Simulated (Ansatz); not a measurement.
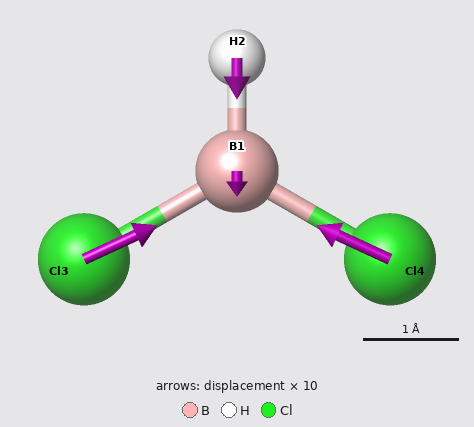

This is a relaxation of BHCl2. The starting structure is drawn; purple arrows show the displacements, magnified 10 times. The two geometries are superimposed by the best rigid fit.

Style: ball-and-stick. Shown at a tilt.

The run prepares the start of a later molecular dynamics calculation, from a guessed geometry.

Theory: RKS PBE0-D4/STO-3G (Ansatz). Set-up: no spin polarisation; force threshold 0.02 eV/Å; at most 40 steps.

Question: What did the optimiser do to the structure, and how much energy did it gain?

Answer: The largest moves after the best rigid fit, 0.085 Å, are those of Cl3 and Cl4. By element the largest moves are Cl 0.085 Å, H 0.044 Å, B 0.027 Å. Among the contacts that change: B1–Cl3 1.860 → 1.762 Å, B1–H2 1.190 → 1.173 Å. After 3 geometry steps the energy has fallen by 6.18 kcal/mol. The largest force component goes from 2.2 to 0.002 eV/Å. Cost: 2.7 s on 1 thread of Arm Neoverse V2 (shared host), peak memory 0.092 GiB.

Limits of the set-up: STO-3G is a minimal basis, so the numbers are rough.
